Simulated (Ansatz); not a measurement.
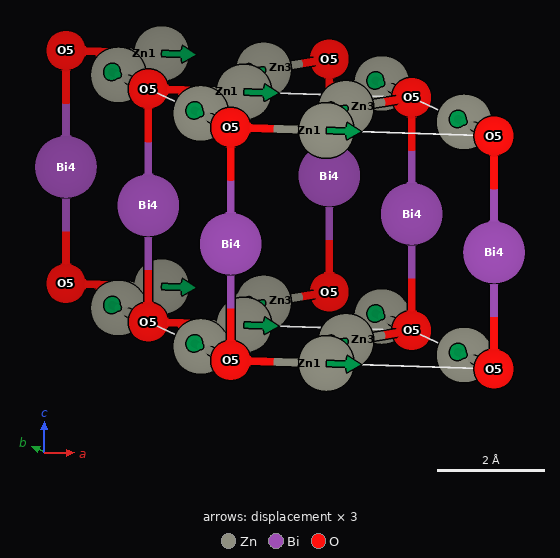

This is a relaxation of solid Zn3BiO (a generated structure, set up in P-62m) (coarse preliminary run). The starting structure is drawn; green arrows show the displacements (the part carried along by the change of the cell is left out), 3 times their true length.

The picture is a ball-and-stick view of the cell of the calculation, repeated 1 × 2 × 1 with one cell outlined, seen slightly off an axis.

Level of theory: DFT PBE, scalar-relativistic, plane waves, PAW in Ansatz 0.2.0.

Input file:
```yaml
crystal:
  lattice:
    - [5.03733843, 0.0, 0.0]
    - [-2.51866921, 4.36246305, 0.0]
    - [0.0, 0.0, 4.40669301]
  atoms:
    - { symbol: Zn, position: [0.36300398, 0.0, 0.0] }
    - { symbol: Zn, position: [0.0, 0.36300398, 0.0] }
    - { symbol: Zn, position: [0.63699602, 0.63699602, 0.0] }
    - { symbol: Bi, position: [0.0, 0.0, 0.5] }
    - { symbol: O, position: [0.0, 0.0, 0.0] }
basis:
  ecutwfc: 420
kpoints:
  mp_grid: { grid: [6, 6, 4] }
hamiltonian:
  xc: pbe
scf:
  occupations: { method: gaussian, width: 0.1 }
  lower_state_search: "off"
output:
  forces: true
  stress: true
  eigenvalues: true
relax:
  adjacent_minimum: "off"
  f_tol: 0.04
  max_steps: 70
  cell: { stress_tol: 0.4 }
```

Launched with:
```bash
ansatz run input.yaml --threads 1 --pin off --max-ram 2560MiB --backend cpu --events-out ev --progress --plain --runs-dir out
```

**Atoms of which element are displaced furthest, and by how much?**

Zinc: up to 0.23 Å, against 0.00 Å for bismuth.

**What happened in the run?**

The largest moves relative to the cell, 0.23 Å, are those of Zn1, Zn2 and Zn3. Zn2 goes along +b. Bi and O stay in place. Cell: a = b 5.037 → 4.994 Å (−0.9 %), c 4.407 → 4.932 Å (+11.9 %). Volume +10.0 %. Some distances before and after: Bi4–O5 2.203 → 2.466 Å, Zn1–O5 1.829 → 2.048 Å. The space group stays P-62m (No. 189). The energy falls by 362 meV per atom in 5 accepted moves (7 points after the start). Largest force component: 3.7 eV/Å at the start, 0.0025 eV/Å at the end. Pressure: 16.75 GPa at the start and 0.03 GPa at the end. At 2 points the geometry stayed and the basis and grid were re-selected for the new cell (energy shift of 5.3 meV per atom at most each time). The run took 2.8 min on 1 thread of Intel(R) Xeon(R) Processor @ 2.50GHz (Skylake/Cascade Lake), with other jobs on the host, peak memory 0.41 GiB.
